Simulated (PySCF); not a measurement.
# What a change does: excited-state calculation on C$_{3}$H$_{8}$GeS

System: C$_{3}$H$_{8}$GeS.
Method of run 1: TDDFT LDA/def2-SVPD, vertical, gas phase, core orbitals frozen in the response (PySCF 2.14.0).

The geometry comes from this level: PBE0-D3(BJ)/def2-SVP. Text and figures count atoms from 1; the logs count them from 0 in places.

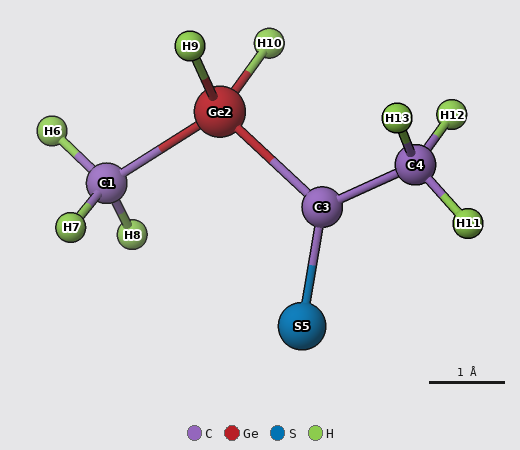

The input geometry (ball-and-stick view, seen at a tilt; atoms are numbered from 1 in the order of the input). Sticks mark near contacts. Bond lengths as drawn: C–C 1.49 Å, C–Ge 1.94 to 1.98 Å, C–H 1.10 Å, C–S 1.63 Å and Ge–H 1.55 Å.

### Input file, run 1
```
{"job": {"kind": "uv", "xc": "LDA", "basis": "def2-SVPD", "ip": true}, "charge": 0, "multiplicity": 1}
C     -2.226431    -0.320690     0.526961
Ge    -0.708401     0.385573    -0.454226
C      0.979218    -0.302902     0.318935
C      2.255242     0.130206    -0.324496
S      0.927097    -1.295052     1.605638
H     -3.169920    -0.007791     0.057134
H     -2.202094     0.042080     1.563882
H     -2.174360    -1.417917     0.547135
H     -0.650712     1.929354    -0.396996
H     -0.743425    -0.026778    -1.943883
H      3.131796    -0.318182     0.164186
H      2.250493    -0.139021    -1.395329
H      2.338113     1.230891    -0.289622
```

The first line tells a small driver script what to run in PySCF; the rest is the geometry in Å.

Command:
```bash
OMP_NUM_THREADS=1 python <driver script> task.json out
```

Hardware: 1 CPU thread, shared host.

### Output (run 1)
```
coarse grid: 49048 points
cycle   1  E = -2588.0993900215  dE = -4.130e-01  |g| = 7.575e-01  |ddm| = 4.632e+00
cycle   2  E = -2587.9357517732  dE =  1.636e-01  |g| = 1.126e+00  |ddm| = 2.099e+00
cycle   3  E = -2588.1955469785  dE = -2.598e-01  |g| = 1.337e-01  |ddm| = 1.423e+00
cycle   4  E = -2588.1986207120  dE = -3.074e-03  |g| = 9.664e-02  |ddm| = 2.536e-01
cycle   5  E = -2588.2011850786  dE = -2.564e-03  |g| = 3.152e-02  |ddm| = 1.344e-01
cycle   6  E = -2588.2014363861  dE = -2.513e-04  |g| = 7.131e-03  |ddm| = 3.557e-02
cycle   7  E = -2588.2014506614  dE = -1.428e-05  |g| = 1.184e-03  |ddm| = 1.337e-02
cycle   8  E = -2588.2014510897  dE = -4.283e-07  |g| = 2.457e-04  |ddm| = 3.039e-03
final grid: 101384 points
cycle   9  E = -2588.2014575189  dE = -5.644e-08  |g| = 2.978e-04  |ddm| = 6.328e-03
cycle  10  E = -2588.2014574957  dE =  2.321e-08  |g| = 4.270e-04  |ddm| = 1.393e-03
cycle  11  E = -2588.2014575378  dE = -4.203e-08  |g| = 1.250e-04  |ddm| = 7.923e-04
cycle  12  E = -2588.2014575421  dE = -4.345e-09  |g| = 3.104e-05  |ddm| = 1.646e-04
cycle  13  E = -2588.2014575424  dE = -3.042e-10  |g| = 5.859e-06  |ddm| = 4.095e-05
converged SCF energy = -2588.2014575424

Static polarisability (au): isotropic 97.170, principal 72.327 104.872 114.309

Singlet excitations
state   eV       nm        f      main configurations
  1   2.0848    594.7   0.00005   H->L 1.00
  2   4.5178    274.4   0.00060   H-2->L 0.98
  3   4.7645    260.2   0.01341   H->L+1 0.43, H-4->L 0.27, H-1->L 0.22
  4   4.8040    258.1   0.04618   H->L+1 0.56, H-4->L 0.18, H-1->L 0.14
  5   4.9385    251.1   0.00090   H-3->L 0.96
  6   5.0807    244.0   0.03861   H->L+2 0.72, H-4->L 0.19
  7   5.5176    224.7   0.08931   H->L+3 0.85, H-4->L 0.09
  8   5.7302    216.4   0.15274   H-1->L 0.35, H->L+4 0.34, H-4->L 0.18
  9   6.0598    204.6   0.18843   H->L+4 0.64, H-1->L 0.18
 10   6.2663    197.9   0.00091   H->L+6 0.85, H->L+5 0.10

Triplet excitations (Tamm-Dancoff, eV): 1.6566 3.5509 4.3981 4.5596
Vertical ionisation energy (delta-SCF) = 8.3236 eV
Vertical electron affinity (delta-SCF) = 0.5986 eV
```

The input of run 2 differs as follows (lines with − go, lines with + come):
```diff
-"xc": "LDA"
+"xc": "HF"
```

What does this change do to the results?

The total energies belong to different methods, so their difference says nothing on which is more stable or more accurate. The HOMO goes from −5.22 to −8.93 eV. The LUMO goes from −3.38 to 1.28 eV. The dipole moment goes from 1.82 to 2.25 D. The lowest excitation goes from 2.08 to 2.55 eV. The strongest computed line goes from 6.06 to 5.76 eV. The method changes from LDA to HF. Exact exchange removes part of the self-interaction error of semilocal functionals, which pushes filled and empty levels apart. The SCF takes 11 iterations against 13.

### Output (run 2)
```
final grid: 101384 points
cycle   1  E = -2590.5615373120  dE = -1.359e-01  |g| = 5.325e-01  |ddm| = 4.126e+00
cycle   2  E = -2590.6237211995  dE = -6.218e-02  |g| = 4.115e-01  |ddm| = 1.361e+00
cycle   3  E = -2590.6679993898  dE = -4.428e-02  |g| = 6.539e-02  |ddm| = 6.936e-01
cycle   4  E = -2590.6704200218  dE = -2.421e-03  |g| = 1.803e-02  |ddm| = 2.600e-01
cycle   5  E = -2590.6705370144  dE = -1.170e-04  |g| = 5.872e-03  |ddm| = 5.448e-02
cycle   6  E = -2590.6705624813  dE = -2.547e-05  |g| = 2.584e-03  |ddm| = 2.810e-02
cycle   7  E = -2590.6705677059  dE = -5.225e-06  |g| = 1.059e-03  |ddm| = 1.125e-02
cycle   8  E = -2590.6705688239  dE = -1.118e-06  |g| = 4.391e-04  |ddm| = 4.365e-03
cycle   9  E = -2590.6705690443  dE = -2.204e-07  |g| = 1.280e-04  |ddm| = 2.009e-03
cycle  10  E = -2590.6705690644  dE = -2.005e-08  |g| = 2.693e-05  |ddm| = 7.503e-04
cycle  11  E = -2590.6705690650  dE = -6.626e-10  |g| = 7.431e-06  |ddm| = 1.371e-04
converged SCF energy = -2590.6705690650

Static polarisability (au): isotropic 85.784, principal 66.779 88.888 101.685

Singlet excitations
state   eV       nm        f      main configurations
  1   2.5540    485.5   0.00006   H->L 0.93
  2   5.7608    215.2   0.27899   H-1->L 0.90
  3   5.9765    207.5   0.00001   H-3->L 0.80
  4   6.7271    184.3   0.07946   H->L+1 0.53, H->L+4 0.30
  5   6.9373    178.7   0.01963   H->L+2 0.43, H->L+3 0.28
  6   7.6138    162.8   0.00022   H->L+6 0.47, H-5->L 0.23, H-2->L 0.12
  7   7.7695    159.6   0.00068   H->L+6 0.42, H-5->L 0.24, H-2->L 0.17
  8   7.8713    157.5   0.08190   H->L+3 0.46, H->L+5 0.29, H->L+2 0.14
  9   8.1541    152.1   0.07887   H->L+1 0.29, H->L+4 0.25
 10   8.3739    148.1   0.15748   H->L+5 0.38, H->L+2 0.24, H->L+7 0.10

Triplet excitations (Tamm-Dancoff, eV): 1.9763 2.6495 5.1596 6.2770
Vertical ionisation energy (delta-SCF) = 7.2406 eV
```

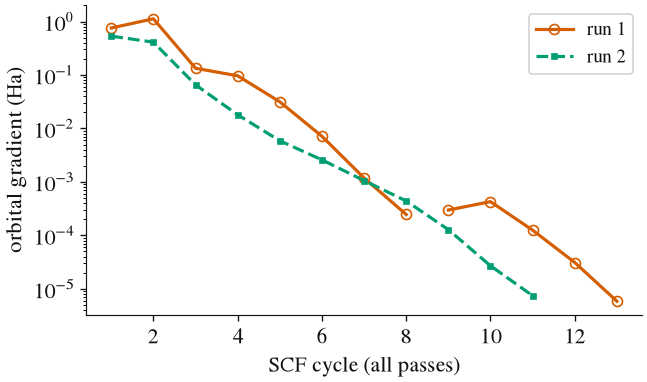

Convergence of the two runs: orbital gradient against the SCF cycle. A break in a curve parts two SCF passes (coarse and final grid). Run 1 takes 13 cycles in all, and run 2 takes 11.

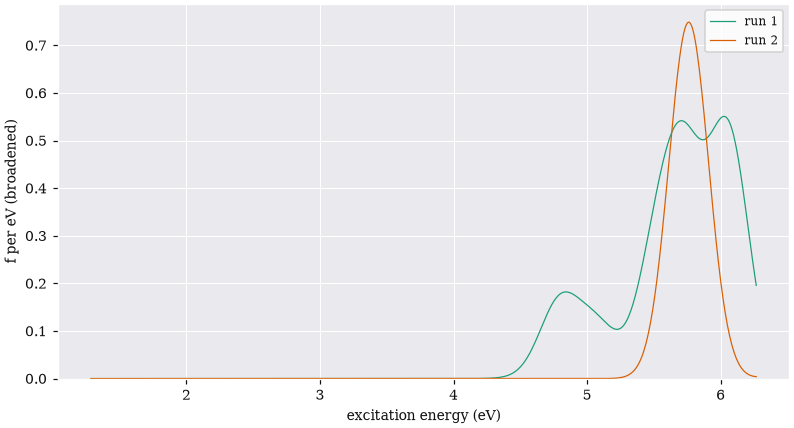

Absorption of the two runs from their computed states, each broadened by a Gaussian of 0.35 eV full width; the range ends where the shorter list of states ends.

### The two runs side by side

```tsv
quantity	run 1	run 2
outcome	converged	converged
total energy (hartree)	−2588.201458	−2590.670569
HOMO (eV)	−5.22	−8.93
LUMO (eV)	−3.38	1.28
dipole moment (D)	1.82	2.25
lowest excitation (eV)	2.08	2.55
SCF iterations	13	11
strongest computed line (eV)	6.06	5.76
basis functions	189	189
wall time (shared host)	69 s	22 s
```

For both runs: Spin–orbit coupling is left out, which matters for the heavy atoms.
